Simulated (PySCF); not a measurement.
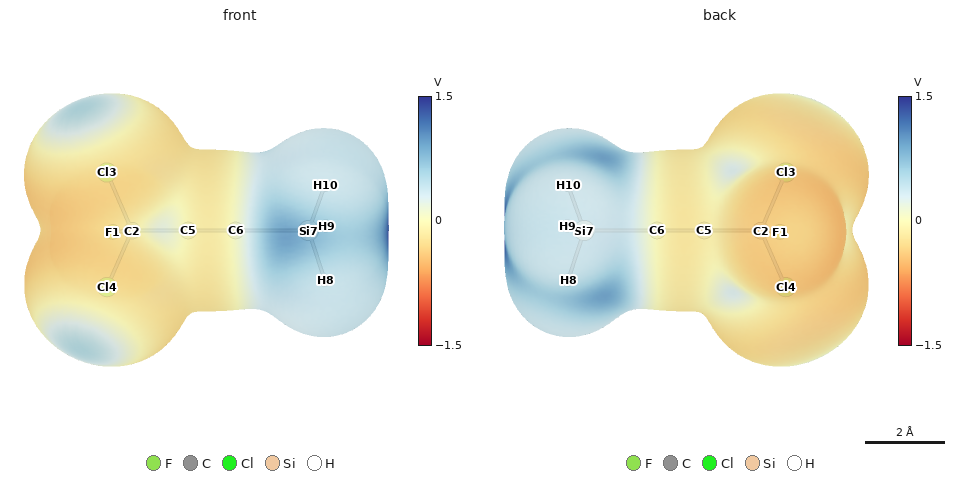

*C₃H₃Cl₂FSi (SMILES FC(Cl)(Cl)C#C[SiH3]). The electrostatic potential painted on the density surface at 0.001 e/bohr³, seen from the front and from behind; the colour scale runs from red (negative) to blue (positive).*

Geometry: GFN2-xTB.

These are results of B3LYP/def2-SVPD, SCF density, gas phase (PySCF), not measurements.

```yaml
atoms:
  - { symbol: F, position_ang: [2.7481, -0.8027, -0.7997] }
  - { symbol: C, position_ang: [2.1601, 0.0453, 0.0732] }
  - { symbol: Cl, position_ang: [2.7169, -0.4045, 1.7190] }
  - { symbol: Cl, position_ang: [2.7401, 1.7011, -0.3085] }
  - { symbol: C, position_ang: [0.7234, -0.0055, 0.0042] }
  - { symbol: C, position_ang: [-0.4796, -0.0405, -0.0486] }
  - { symbol: Si, position_ang: [-2.3349, -0.1100, -0.1482] }
  - { symbol: H, position_ang: [-2.7801, 1.1867, -0.6555] }
  - { symbol: H, position_ang: [-2.6617, -1.2010, -1.0644] }
  - { symbol: H, position_ang: [-2.8233, -0.3644, 1.2060] }
```

Describe the electrostatic potential map.

Answer. The most negative region (about −0.5 V) lies over F1, the most positive (about +1.3 V) over Si7. Cl3 shows a σ-hole: about +0.6 V at the tip opposite its bond, against about −0.3 V on its flanks. Cl4 shows a σ-hole: about +0.6 V at the tip opposite its bond, against about −0.3 V on its flanks.

How polar is the molecule by this calculation?

Answer. Its dipole moment is 2.58 D.
